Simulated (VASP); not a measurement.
Band structure of Te2Au (sg12). Level of theory: PBEsol GGA, VASP's PBE PAW potentials (set 64) (plane waves; VASP 6.6.1).

Unless said otherwise, spin-orbit coupling is left out, though it shifts the bands of the heavy elements here.

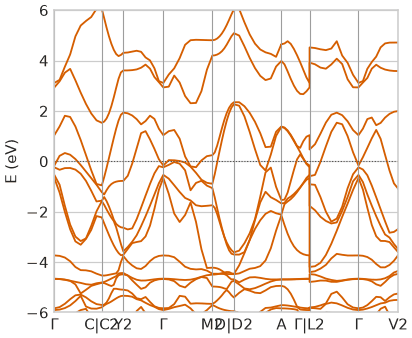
Bands along high-symmetry lines, zero at the valence-band maximum or, without a gap, the Fermi level

Read the plot: is there a gap, and where are the band edges?

It has no gap at this level: it comes out as a metal or semimetal. (Edges off the drawn lines would not show.)

The compound is Te2Au in the sg12 structure. It was relaxed first, which changed the volume by -5 %. The electron count is odd and the run is not spin-polarised, which forces a metal.
